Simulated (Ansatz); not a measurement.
**Run report: ZnNH₅O₂, molecular dynamics (part 5 of 5)**

Continued. System: ZnNH₅O₂. Method: RKS PBE0-D4/def2-SVP (Ansatz 0.2.0). It belongs to a series of runs on one base structure; here: dynamics from the highest image of the converged band.

Geometry of the input (Å):
```
Zn -0.4336  0.1009  -0.6318
O  1.4720  0.2909  0.0395
O  -1.3308  0.6165  -2.0953
H  0.8411  -0.2452  0.8975
N  -0.3616  -0.7652  1.1382
H  1.9173  1.1091  0.2796
H  -0.7573  1.0444  -2.7388
H  -0.4331  -1.7787  1.2125
H  -0.9139  -0.3727  1.8986
```

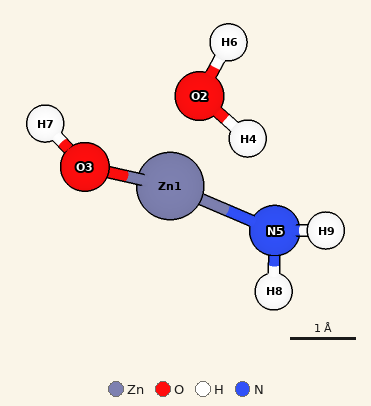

**Figure 1.** The geometry at step 175 of the log (ball-and-stick view, seen at a tilt; atoms are numbered from 1 in the order of the input).

## Trajectory as extended XYZ, continued
```
9
Properties=species:S:1:pos:R:3:forces:R:3 step=148 time_fs=74.0 energy=-54061.96564 temperature=124.6
Zn   -0.4839    0.0449   -0.6246   -0.0787   0.1169   0.2075
O     1.7464    0.4034    0.0426   -0.9181  -0.7260   0.4572
O    -1.3099    0.6786   -2.0671    0.3298   0.2325  -0.4589
H     1.2367   -0.0765    0.7945    0.5836   0.6816  -0.5627
N    -0.4742   -0.7310    1.0888    0.2223  -0.2952   0.0229
H     2.1430    1.2158    0.3806   -0.2174  -0.1557   0.1386
H    -0.7537    1.0901   -2.7447   -0.1740  -0.1661   0.2836
H    -0.6756   -1.7349    1.1019    0.1893   0.1120  -0.0627
H    -1.1576   -0.3484    1.7418    0.0633   0.2000  -0.0255
9
Properties=species:S:1:pos:R:3:forces:R:3 step=151 time_fs=75.5 energy=-54061.97187 temperature=131.4
Zn   -0.4870    0.0438   -0.6246   -0.0464   0.0950   0.2984
O     1.7449    0.4048    0.0401   -0.9578  -0.8406   0.4357
O    -1.3019    0.6830   -2.0708    0.2126   0.1425  -0.3142
H     1.2382   -0.0859    0.7904    0.5858   0.7522  -0.5890
N    -0.4699   -0.7328    1.0956    0.4423  -0.2632  -0.3010
H     2.1301    1.2207    0.3787   -0.1869  -0.0999   0.1820
H    -0.7413    1.0915   -2.7413   -0.0655  -0.0852   0.1492
H    -0.6558   -1.7398    1.0977    0.0882   0.1784   0.0451
H    -1.1389   -0.3359    1.7487   -0.0724   0.1208   0.0938
9
Properties=species:S:1:pos:R:3:forces:R:3 step=153 time_fs=76.5 energy=-54061.98748 temperature=148.4
Zn   -0.4891    0.0431   -0.6245   -0.0514   0.0658   0.3640
O     1.7432    0.4051    0.0388   -0.7792  -0.7114   0.1506
O    -1.2964    0.6860   -2.0735    0.0568   0.0204  -0.1112
H     1.2463   -0.0833    0.7806    0.4110   0.5779  -0.3235
N    -0.4666   -0.7342    1.1000    0.5173  -0.1014  -0.4512
H     2.1193    1.2226    0.3795   -0.1467  -0.0358   0.1954
H    -0.7340    1.0913   -2.7371    0.0920   0.0323  -0.0454
H    -0.6414   -1.7411    1.0953    0.0004   0.1282   0.1178
H    -1.1271   -0.3260    1.7543   -0.1001   0.0240   0.1035
9
Properties=species:S:1:pos:R:3:forces:R:3 step=156 time_fs=78.0 energy=-54061.99737 temperature=159.2
Zn   -0.4923    0.0420   -0.6243   -0.0753   0.0105   0.4622
O     1.7398    0.4048    0.0370   -0.2409  -0.1921  -0.5776
O    -1.2881    0.6905   -2.0777   -0.1085  -0.1098   0.1083
H     1.2647   -0.0702    0.7618   -0.0825   0.0239   0.4204
N    -0.4610   -0.7364    1.1059    0.5136   0.2759  -0.5539
H     2.1005    1.2251    0.3842   -0.0906   0.0336   0.1630
H    -0.7210    1.0918   -2.7320    0.2627   0.1570  -0.2515
H    -0.6201   -1.7410    1.0940   -0.1296  -0.0307   0.2109
H    -1.1111   -0.3112    1.7643   -0.0489  -0.1684   0.0181
9
Properties=species:S:1:pos:R:3:forces:R:3 step=158 time_fs=79.0 energy=-54061.98795 temperature=149.1
Zn   -0.4944    0.0413   -0.6240   -0.0820  -0.0236   0.5194
O     1.7373    0.4044    0.0354    0.1407   0.2259  -1.0338
O    -1.2827    0.6935   -2.0805   -0.0795  -0.0924   0.0831
H     1.2768   -0.0603    0.7531   -0.4335  -0.3859   0.9201
N    -0.4569   -0.7377    1.1093    0.4756   0.5015  -0.5748
H     2.0868    1.2271    0.3893   -0.0647   0.0448   0.1020
H    -0.7094    1.0938   -2.7313    0.2343   0.1354  -0.2164
H    -0.6073   -1.7411    1.0955   -0.1934  -0.1184   0.2555
H    -1.1010   -0.3030    1.7713    0.0024  -0.2873  -0.0551
9
Properties=species:S:1:pos:R:3:forces:R:3 step=160 time_fs=80.0 energy=-54061.98316 temperature=144.1
Zn   -0.4965    0.0406   -0.6237   -0.0696  -0.0474   0.5625
O     1.7349    0.4041    0.0332    0.3156   0.4613  -1.1438
O    -1.2773    0.6964   -2.0832    0.0536  -0.0003  -0.0651
H     1.2848   -0.0540    0.7531   -0.5994  -0.5999   1.0882
N    -0.4524   -0.7387    1.1124    0.4484   0.6124  -0.5932
H     2.0725    1.2294    0.3953   -0.0470   0.0351   0.0203
H    -0.6957    1.0971   -2.7326    0.0980   0.0370  -0.0560
H    -0.5963   -1.7422    1.0994   -0.2265  -0.1361   0.2824
H    -1.0910   -0.2976    1.7778    0.0271  -0.3620  -0.0953
9
Properties=species:S:1:pos:R:3:forces:R:3 step=163 time_fs=81.5 energy=-54062.00257 temperature=165.0
Zn   -0.4997    0.0396   -0.6231   -0.0160  -0.0584   0.5932
O     1.7316    0.4042    0.0286    0.0402   0.2711  -0.4370
O    -1.2690    0.7008   -2.0873    0.2798   0.1500  -0.3071
H     1.2865   -0.0549    0.7712   -0.3658  -0.3815   0.4622
N    -0.4451   -0.7393    1.1163    0.4627   0.5108  -0.6465
H     2.0502    1.2335    0.4046   -0.0293   0.0083  -0.1064
H    -0.6739    1.1024   -2.7350   -0.1369  -0.1284   0.2128
H    -0.5838   -1.7462    1.1104   -0.2160  -0.0163   0.2836
H    -1.0756   -0.2960    1.7859   -0.0186  -0.3555  -0.0547
9
Properties=species:S:1:pos:R:3:forces:R:3 step=165 time_fs=82.5 energy=-54062.01128 temperature=174.6
Zn   -0.5019    0.0389   -0.6226    0.0301  -0.0530   0.5921
O     1.7295    0.4045    0.0252   -0.2985  -0.0335   0.2813
O    -1.2634    0.7038   -2.0903    0.3376   0.1782  -0.3499
H     1.2829   -0.0604    0.7898   -0.0818  -0.0710  -0.2207
N    -0.4398   -0.7392    1.1183    0.4976   0.3258  -0.6858
H     2.0349    1.2364    0.4096   -0.0193  -0.0039  -0.1755
H    -0.6606    1.1046   -2.7344   -0.1985  -0.1702   0.2802
H    -0.5781   -1.7492    1.1212   -0.1780   0.1082   0.2548
H    -1.0654   -0.2992    1.7906   -0.0892  -0.2805   0.0234
9
Properties=species:S:1:pos:R:3:forces:R:3 step=168 time_fs=84.0 energy=-54062.00472 temperature=167.7
Zn   -0.5051    0.0378   -0.6217    0.0826  -0.0398   0.5675
O     1.7259    0.4049    0.0205   -0.6604  -0.3771   1.0479
O    -1.2545    0.7085   -2.0951    0.2190   0.0712  -0.1693
H     1.2766   -0.0692    0.8121    0.1996   0.2587  -0.9666
N    -0.4312   -0.7388    1.1204    0.5118   0.0699  -0.6796
H     2.0118    1.2407    0.4139    0.0000   0.0022  -0.2382
H    -0.6440    1.1050   -2.7288   -0.0773  -0.0863   0.1447
H    -0.5725   -1.7514    1.1416   -0.0999   0.2271   0.1686
H    -1.0520   -0.3086    1.7983   -0.1754  -0.1260   0.1249
9
Properties=species:S:1:pos:R:3:forces:R:3 step=170 time_fs=85.0 energy=-54062.00442 temperature=167.5
Zn   -0.5072    0.0371   -0.6209    0.0924  -0.0354   0.5424
O     1.7230    0.4049    0.0181   -0.7343  -0.4536   1.2035
O    -1.2484    0.7117   -2.0985    0.0553  -0.0581   0.0469
H     1.2745   -0.0725    0.8164    0.2472   0.3161  -1.1252
N    -0.4251   -0.7384    1.1212    0.4478   0.0033  -0.5926
H     1.9963    1.2435    0.4140    0.0172   0.0247  -0.2496
H    -0.6341    1.1041   -2.7231    0.0938   0.0281  -0.0392
H    -0.5701   -1.7504    1.1574   -0.0476   0.2115   0.0896
H    -1.0451   -0.3166    1.8048   -0.1719  -0.0366   0.1243
9
Properties=species:S:1:pos:R:3:forces:R:3 step=173 time_fs=86.5 energy=-54062.02415 temperature=189.0
Zn   -0.5104    0.0359   -0.6197    0.0656  -0.0414   0.5000
O     1.7179    0.4043    0.0158   -0.5829  -0.3104   0.8851
O    -1.2392    0.7164   -2.1034   -0.1090  -0.1941   0.2797
H     1.2754   -0.0720    0.8034    0.1236   0.1536  -0.8245
N    -0.4153   -0.7379    1.1218    0.2282   0.0704  -0.3415
H     1.9735    1.2484    0.4097    0.0425   0.0670  -0.2279
H    -0.6170    1.1036   -2.7157    0.2728   0.1447  -0.2262
H    -0.5673   -1.7454    1.1825    0.0189   0.0597  -0.0422
H    -1.0375   -0.3292    1.8165   -0.0597   0.0504  -0.0025
9
Properties=species:S:1:pos:R:3:forces:R:3 step=175 time_fs=87.5 energy=-54062.03741 temperature=203.4
Zn   -0.5125    0.0352   -0.6187    0.0299  -0.0513   0.4695
O     1.7141    0.4037    0.0150   -0.3147  -0.0385   0.3448
O    -1.2332    0.7195   -2.1065   -0.0618  -0.1809   0.2701
H     1.2777   -0.0696    0.7844   -0.0848  -0.1072  -0.3010
N    -0.4086   -0.7374    1.1218    0.0433   0.1533  -0.1438
H     1.9588    1.2523    0.4040    0.0511   0.0807  -0.1951
H    -0.6027    1.1048   -2.7132    0.2342   0.1208  -0.1891
H    -0.5652   -1.7411    1.1988    0.0561  -0.0688  -0.1284
H    -1.0333   -0.3371    1.8245    0.0468   0.0920  -0.1269
9
Properties=species:S:1:pos:R:3:forces:R:3 step=178 time_fs=89.0 energy=-54062.02928 temperature=194.7
Zn   -0.5157    0.0341   -0.6172   -0.0212  -0.0617   0.4144
O     1.7080    0.4029    0.0140    0.1876   0.4793  -0.6423
O    -1.2242    0.7238   -2.1109    0.1976  -0.0434   0.0696
H     1.2787   -0.0690    0.7525   -0.4729  -0.5626   0.6468
N    -0.3985   -0.7366    1.1217   -0.1857   0.1758   0.0910
H     1.9375    1.2596    0.3923    0.0415   0.0576  -0.1253
H    -0.5775    1.1084   -2.7124   -0.0174  -0.0322   0.0502
H    -0.5610   -1.7362    1.2208    0.1101  -0.1807  -0.2449
H    -1.0259   -0.3471    1.8338    0.1605   0.1678  -0.2593
9
Properties=species:S:1:pos:R:3:forces:R:3 step=180 time_fs=90.0 energy=-54062.01857 temperature=183.2
Zn   -0.5178    0.0333   -0.6161   -0.0369  -0.0560   0.3649
O     1.7040    0.4026    0.0129    0.3658   0.6445  -1.0257
O    -1.2180    0.7266   -2.1138    0.3651   0.0416  -0.0538
H     1.2743   -0.0746    0.7376   -0.5884  -0.6699   0.9875
N    -0.3919   -0.7359    1.1217   -0.2628   0.0779   0.1666
H     1.9239    1.2653    0.3828    0.0220   0.0213  -0.0649
H    -0.5606    1.1106   -2.7116   -0.1831  -0.1293   0.2009
H    -0.5570   -1.7349    1.2327    0.1465  -0.1652  -0.3092
H    -1.0193   -0.3518    1.8371    0.1719   0.2350  -0.2664
9
Properties=species:S:1:pos:R:3:forces:R:3 step=183 time_fs=91.5 energy=-54062.02931 temperature=194.7
Zn   -0.5209    0.0321   -0.6144   -0.0199  -0.0203   0.2668
O     1.6985    0.4029    0.0102    0.1470   0.3237  -0.7968
O    -1.2084    0.7310   -2.1181    0.4165   0.0445  -0.0458
H     1.2577   -0.0942    0.7323   -0.3339  -0.2770   0.6734
N    -0.3823   -0.7347    1.1219   -0.2504  -0.1806   0.1507
H     1.9038    1.2740    0.3677   -0.0120  -0.0289   0.0382
H    -0.5386    1.1116   -2.7066   -0.2352  -0.1553   0.2393
H    -0.5482   -1.7357    1.2449    0.1887  -0.0461  -0.3707
H    -1.0063   -0.3545    1.8376    0.0993   0.3399  -0.1551
9
Properties=species:S:1:pos:R:3:forces:R:3 step=185 time_fs=92.5 energy=-54062.03779 temperature=203.9
Zn   -0.5230    0.0314   -0.6132    0.0134   0.0174   0.1904
O     1.6949    0.4034    0.0078   -0.1779  -0.1000  -0.3555
O    -1.2016    0.7339   -2.1211    0.2941  -0.0453   0.1004
H     1.2423   -0.1112    0.7374   -0.0251   0.1764   0.1768
N    -0.3762   -0.7341    1.1221   -0.1844  -0.3381   0.0827
H     1.8902    1.2795    0.3579   -0.0297  -0.0498   0.1000
H    -0.5267    1.1105   -2.7005   -0.1144  -0.0831   0.1265
H    -0.5402   -1.7370    1.2486    0.1953   0.0380  -0.3773
H    -0.9964   -0.3524    1.8359    0.0286   0.3844  -0.0441
9
Properties=species:S:1:pos:R:3:forces:R:3 step=188 time_fs=94.0 energy=-54062.03017 temperature=195.8
Zn   -0.5262    0.0302   -0.6113    0.0708   0.0755   0.0775
O     1.6893    0.4039    0.0038   -0.5612  -0.5856   0.1740
O    -1.1912    0.7382   -2.1253    0.0101  -0.2296   0.3931
H     1.2194   -0.1324    0.7469    0.3171   0.6999  -0.4051
N    -0.3672   -0.7336    1.1226   -0.0887  -0.4012  -0.0205
H     1.8694    1.2868    0.3451   -0.0440  -0.0762   0.1560
H    -0.5102    1.1076   -2.6897    0.1661   0.0760  -0.1189
H    -0.5247   -1.7380    1.2476    0.1573   0.0837  -0.3244
H    -0.9811   -0.3424    1.8327   -0.0275   0.3575   0.0683
9
Properties=species:S:1:pos:R:3:forces:R:3 step=190 time_fs=95.0 energy=-54062.02564 temperature=190.9
Zn   -0.5283    0.0294   -0.6101    0.0977   0.1037   0.0136
O     1.6852    0.4038    0.0012   -0.6599  -0.6932   0.3233
O    -1.1843    0.7409   -2.1279   -0.1006  -0.3011   0.5076
H     1.2074   -0.1389    0.7492    0.4120   0.8403  -0.5626
N    -0.3612   -0.7336    1.1229   -0.0728  -0.2916  -0.0527
H     1.8550    1.2908    0.3384   -0.0454  -0.0985   0.1634
H    -0.4977    1.1064   -2.6835    0.2734   0.1342  -0.2081
H    -0.5124   -1.7378    1.2429    0.1014   0.0456  -0.2512
H    -0.9712   -0.3314    1.8313   -0.0059   0.2606   0.0668
9
Properties=species:S:1:pos:R:3:forces:R:3 step=193 time_fs=96.5 energy=-54062.03811 temperature=204.5
Zn   -0.5314    0.0283   -0.6082    0.1045   0.1186  -0.0560
O     1.6783    0.4030   -0.0023   -0.5652  -0.5340   0.2387
O    -1.1739    0.7446   -2.1312    0.0078  -0.2512   0.4393
H     1.1968   -0.1338    0.7427    0.3797   0.7320  -0.4584
N    -0.3525   -0.7339    1.1233   -0.1257   0.0253  -0.0566
H     1.8326    1.2950    0.3312   -0.0319  -0.1257   0.1374
H    -0.4742    1.1068   -2.6777    0.1581   0.0724  -0.1149
H    -0.4924   -1.7369    1.2318   -0.0074  -0.0645  -0.1092
H    -0.9562   -0.3107    1.8302    0.0802   0.0271  -0.0202
9
Properties=species:S:1:pos:R:3:forces:R:3 step=195 time_fs=97.5 energy=-54062.04974 temperature=217.2
Zn   -0.5335    0.0276   -0.6069    0.0876   0.1113  -0.0859
O     1.6732    0.4020   -0.0044   -0.3533  -0.2519  -0.0142
O    -1.1670    0.7469   -2.1330    0.2040  -0.1511   0.2935
H     1.1943   -0.1214    0.7328    0.2457   0.4650  -0.1799
N    -0.3467   -0.7342    1.1235   -0.1757   0.2327  -0.0693
H     1.8173    1.2964    0.3281   -0.0092  -0.1202   0.1035
H    -0.4565    1.1080   -2.6754   -0.0429  -0.0310   0.0395
H    -0.4790   -1.7369    1.2228   -0.0788  -0.1151  -0.0122
H    -0.9454   -0.2962    1.8293    0.1226  -0.1397  -0.0751
9
Properties=species:S:1:pos:R:3:forces:R:3 step=198 time_fs=99.0 energy=-54062.04549 temperature=212.5
Zn   -0.5365    0.0265   -0.6051    0.0495   0.0884  -0.1163
O     1.6653    0.4004   -0.0077    0.1113   0.3099  -0.5994
O    -1.1564    0.7502   -2.1355    0.4331  -0.0380   0.1325
H     1.1943   -0.0959    0.7160   -0.0989  -0.1316   0.4494
N    -0.3383   -0.7342    1.1237   -0.1998   0.3686  -0.1634
H     1.7942    1.2963    0.3252    0.0469  -0.0539   0.0395
H    -0.4312    1.1091   -2.6709   -0.2783  -0.1452   0.2065
H    -0.4605   -1.7390    1.2094   -0.1588  -0.0793   0.1110
H    -0.9271   -0.2775    1.8267    0.0950  -0.3189  -0.0598
9
Properties=species:S:1:pos:R:3:forces:R:3 step=200 time_fs=100.0 energy=-54062.02937 temperature=194.9
Zn   -0.5386    0.0258   -0.6039    0.0329   0.0772  -0.1359
O     1.6601    0.3994   -0.0103    0.3807   0.6212  -0.9311
O    -1.1490    0.7523   -2.1370    0.4334  -0.0416   0.1429
H     1.1936   -0.0795    0.7092   -0.3174  -0.5006   0.8087
N    -0.3329   -0.7339    1.1238   -0.1623   0.3163  -0.2773
H     1.7794    1.2956    0.3238    0.0934   0.0201  -0.0074
H    -0.4173    1.1082   -2.6656   -0.2830  -0.1421   0.1983
H    -0.4500   -1.7413    1.2016   -0.1883   0.0125   0.1718
H    -0.9136   -0.2685    1.8242    0.0107  -0.3630   0.0301
```

## Results in brief

| quantity | value |
| --- | --- |
| outcome | finished |
| mean temperature over the second half | 137 K |
| trajectory | 200 steps, 100 fs |
| ensemble | nve |
| temperature in the input | 100.0 K |
| time step | 0.5 fs |
| potential energy (last step) | −54062.0294 eV |
| mean-field energy (last step) | −54061.9230 eV |
| largest force (length of the vector) (last step) | 1.182 eV/Å |
| hardware | 2 threads of Intel Xeon @ 2.70GHz, 189 GiB of memory available, shared host |
| wall time | 8.9 min (CPU time 17 min) |
| peak memory | 0.23 GiB |

## Notes

So short a trajectory is not equilibrated.
